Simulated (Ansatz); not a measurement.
# UHF/6-31G(d) (spherical functions) run of Si2NH5F (SMILES F[SiH2]N[SiH2])

Aim: the vertical ionisation energy of Si2NH5F at UHF/6-31G* (spherical functions), from 2 runs. 

Program for the calculation: Ansatz 0.2.0.

74 further runs of the same task are left out: 74 set aside as unsound or not needed.

**1. The system as given**

The species is Si2NH5F (9 atoms), meant as a doublet with charge 0. SMILES: `F[SiH2]N[SiH2]`. The coordinates come from a PBE0-D4/def2-TZVP relaxation. This is one conformer, not always the lowest.

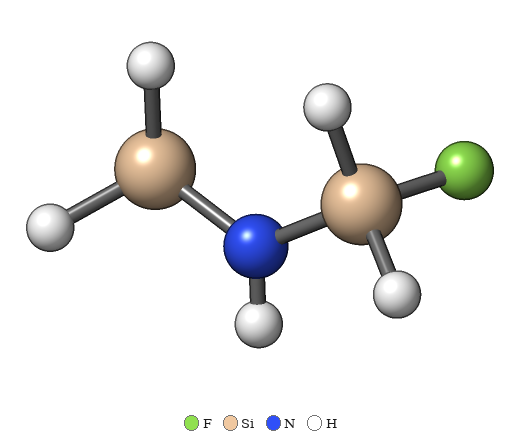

Viewed from a chosen angle; fluorine green, silicon light orange, nitrogen blue, hydrogen white.

**2. A single-point energy at UHF/6-31G(d) (spherical functions)**

run.yaml reads:

```yaml
basis:
  gaussian:
    orbitals: 6-31G_st_-spherical.json
crystal:
  periodic: [false, false, false]
  atoms:
    - {symbol: F, position_ang: [-1.778200, 1.208900, -1.181800]}
    - {symbol: Si, position_ang: [-0.288000, 1.123600, -0.604900]}
    - {symbol: "N", position_ang: [0.241500, -0.491400, -0.403000]}
    - {symbol: Si, position_ang: [0.023600, -1.533600, 0.967900]}
    - {symbol: H, position_ang: [0.576300, 1.799100, -1.598800]}
    - {symbol: H, position_ang: [-0.302800, 1.779800, 0.718800]}
    - {symbol: H, position_ang: [0.600400, -0.942200, -1.234500]}
    - {symbol: H, position_ang: [-0.246300, -0.650000, 2.136200]}
    - {symbol: H, position_ang: [1.261800, -2.340700, 1.182700]}
magnetization:
  spin_polarized: true
  initial_magnetization: 1
hamiltonian:
  xc: hf
output: {orbitals: {seedname: orbitals}}
accuracy: high
```

The basis set 6-31G* is read from a file made from the Basis Set Exchange's data (not shown).

Run with:

```bash
ansatz run run.yaml --threads 1 --pin off --max-ram 3480MiB --events-out events.jsonl --progress --plain --runs-dir runs
```

Log:

```text
Warning: RAYON_NUM_THREADS=1 ignored (pool sized by the plan → 1); use --threads N
Functional definition: HF
  name "HF"
  exchange = exact_x
  correlation = 0
1686 factors; integrals over basis functions are off by at most 3.6e-9 eV
mean field evaluation 1: about -19989.0170 eV, gradient 2.6e1 eV
mean field evaluation 2: about -19989.0378 eV, gradient 2.6e1 eV
mean field evaluation 4: about -19992.0731 eV, gradient 2.3e0 eV
mean field evaluation 8: about -19992.1306 eV, gradient 1.7e-3 eV
mean field -19992.13061295 eV, -734.6972488732 hartree, gradient 3.4e-8 eV, S^2 0.753254; 0 other end points of the search recorded, 0 dependent functions left out
reference -19992.13061295 eV, -734.6972488732 hartree; 25, 24 occupied and 49, 50 virtual orbitals, 1686 factors
Total energy: -19992.13061295 eV, -734.6972488732 hartree
```

It took 2.8 s on 1 thread of Arm Neoverse V2, shared host; peak memory 0.25 GiB.

**3. The singlet cation**

in.yaml reads:

```yaml
crystal:
  periodic: [false, false, false]
  atoms:
    - symbol: F
      position_ang: [-1.778200, 1.208900, -1.181800]
    - symbol: Si
      position_ang: [-0.288000, 1.123600, -0.604900]
    - symbol: "N"
      position_ang: [0.241500, -0.491400, -0.403000]
    - symbol: Si
      position_ang: [0.023600, -1.533600, 0.967900]
    - symbol: H
      position_ang: [0.576300, 1.799100, -1.598800]
    - symbol: H
      position_ang: [-0.302800, 1.779800, 0.718800]
    - symbol: H
      position_ang: [0.600400, -0.942200, -1.234500]
    - symbol: H
      position_ang: [-0.246300, -0.650000, 2.136200]
    - symbol: H
      position_ang: [1.261800, -2.340700, 1.182700]
basis:
  gaussian: {orbitals: 6-31G_st_-spherical.json}
output: {orbitals: {seedname: orbitals}}
hamiltonian: {xc: hf}
accuracy: high
total_charge: 1
```

The basis set 6-31G* is read from a file made from the Basis Set Exchange's data (not shown).

Run with:

```bash
ansatz run in.yaml --threads 1 --pin off --max-ram 3480MiB --events-out events.jsonl --progress --plain --runs-dir runs
```

Log:

```text
Warning: RAYON_NUM_THREADS=1 ignored (pool sized by the plan → 1); use --threads N
[... 4 set-up lines as earlier in the session ...]
1685 factors; integrals over basis functions are off by at most 3.8e-9 eV
mean field evaluation 1: about -19977.3083 eV, gradient 5.8e1 eV
mean field evaluation 2: about -19977.4358 eV, gradient 5.8e1 eV
mean field evaluation 4: about -19984.3397 eV, gradient 3.4e0 eV
mean field evaluation 8: about -19984.3969 eV, gradient 3.2e-1 eV
mean field -19984.39752807 eV, -734.4130632455 hartree, gradient 8.4e-8 eV, S^2 0.000000; 0 other end points of the search recorded, 0 dependent functions left out
reference -19984.39752807 eV, -734.4130632455 hartree; 24, 24 occupied and 50, 50 virtual orbitals, 1685 factors
Total energy: -19984.39752807 eV, -734.4130632455 hartree
```

Wall time 1.9 s (1 thread of Arm Neoverse V2, shared host); peak memory 0.19 GiB.

**4. Results**

At UHF/6-31G* (spherical functions):

| quantity | value |
| --- | --- |
| doublet Si2NH5F: total energy | -734.69725 Eh |
| doublet Si2NH5F: HOMO energy (highest over α and β) | -8.58 eV |
| doublet Si2NH5F: LUMO energy (lowest over α and β) | 1.60 eV |
| doublet Si2NH5F: ⟨S²⟩ | 0.753 |
| singlet cation: total energy | -734.41306 Eh |
| singlet cation: HOMO energy | -17.33 eV |
| singlet cation: LUMO energy | -6.82 eV |
| singlet cation: HOMO–LUMO gap | 10.50 eV |
| vertical ionisation energy (to the singlet cation) | 7.733 eV |

What this shows: Removing an electron at fixed nuclei costs 7.73 eV (746 kJ/mol). Only the singlet of the ionised species was computed; a triplet could lie lower.
